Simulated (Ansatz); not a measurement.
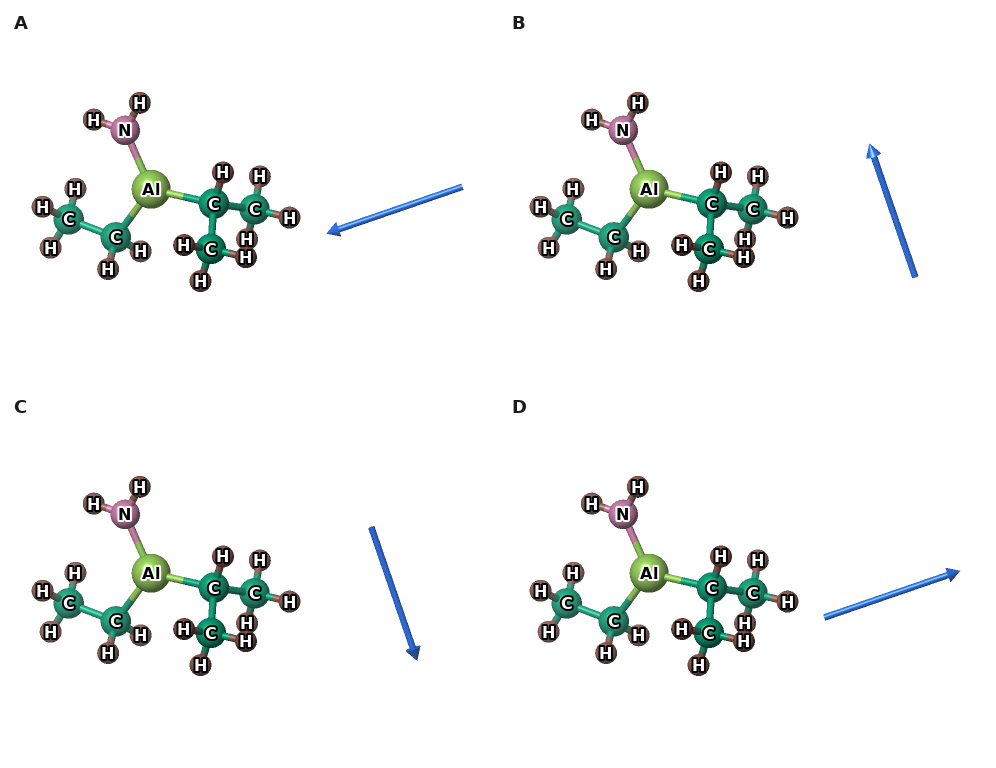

The same molecule four times, each with an arrow. The geometry was computed by an optimisation with PBE0-D4/def2-TZVP. No frequency run is at hand to confirm it as a minimum. Level of theory: RKS PBE0-D4/def2-TZVP (Ansatz 0.2.0).

> Which arrow points along the dipole moment, from the negative to the positive end?

B. The dipole moment is 0.72 D.
